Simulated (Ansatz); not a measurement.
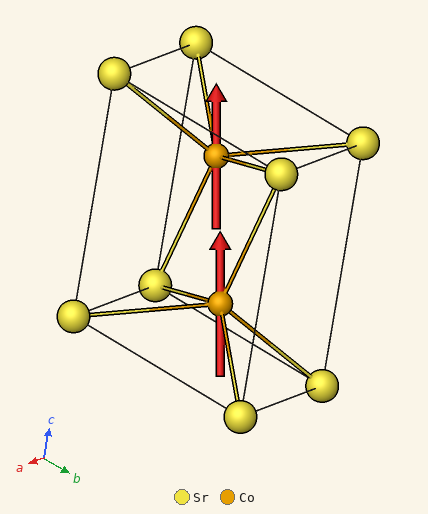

The figure gives a ball-and-stick picture of the atoms, viewed slightly off an axis. The wireframe shows the cell (the run's own, in a reduced setting). Arrows are the site magnetic moments above 0.25 μB; longer means larger, and red and blue are up and down (without spin-orbit coupling the axis itself is arbitrary).

This is the state reached for SrCo$_{2}$. The calculation: DFT PBE, scalar-relativistic, plane waves, PAW in Ansatz, with E_cut = 420 eV, k-points about 0.14 Å⁻¹ apart, Gaussian smearing of 0.1 eV, collinear spins.

Q: How are the moments ordered?

A: Ferromagnetic (within this cell). Site moments: 2 Co +1.8 μB. The net spin moment of the whole cell is 3.5 μB.

Origin of the cell: a textbook structure type filled with these elements (whether it is the usual form wasn't checked). This is the structure after a relaxation with DFT PBE, scalar-relativistic, plane waves, PAW (Ansatz 0.2.0).
